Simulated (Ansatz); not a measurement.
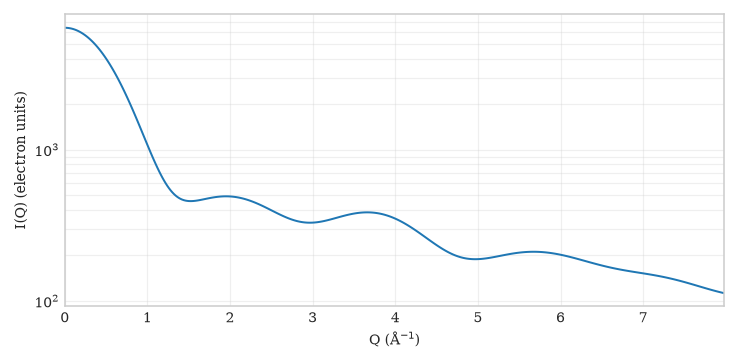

Elastic X-ray scattering of a randomly oriented, rigid molecule, calculated with the Debye equation from neutral-atom form factors (independent atoms, no Compton part, no vibration). The geometry is the end point of an optimisation (RKS PBE-D4/STO-3G (Ansatz)); it may be a saddle point or a higher isomer. It contains B, Si, C, Cl, H.

**How many electrons does the independent-atom model of the molecule hold?**

I(0) is the square of the electron number: I(0) = 6400, so about 80 electrons, the count of CH10BClSi3.

**What radius of gyration does the initial fall-off give?**

From I(Q) ≈ I(0) exp(−Q²R²/3) at small Q, R ≈ 2.37 Å. It is larger than the electron-weighted radius of the nuclear positions alone (2.24 Å), because each atom's electron cloud adds to it.
